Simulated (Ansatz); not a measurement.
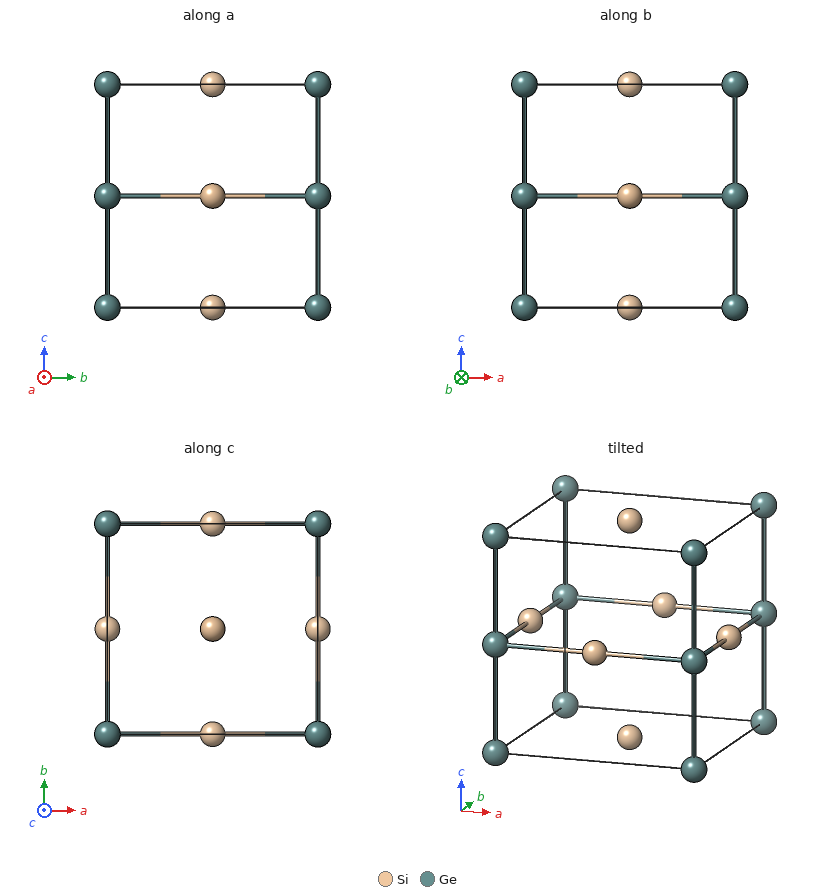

Ball-and-stick model, viewed along the a axis, along the b axis, along the c axis and slightly off an axis. The frame is the conventional unit cell; atoms at its boundary are shown with their periodic copies.

Lattice parameters: a = 4.710 Å, b = 4.710 Å, c = 4.993 Å, α = 90.00°, β = 90.00°, γ = 90.00°.

### Convert the drawing into a table of Wyckoff sites.

Space group P4/mmm (No. 123).
```
atom  site       x       y       z
  Si    1c  0.5000  0.5000  0.0000
  Si    2e  0.0000  0.5000  0.5000
  Ge    1a  0.0000  0.0000  0.0000
  Ge    1b  0.0000  0.0000  0.5000
```

The cell started as a random cell made by a generator, so it need not be a real form of the compound. The geometry was optimised with DFT PBE, scalar-relativistic, plane waves, PAW in Ansatz 0.2.0.
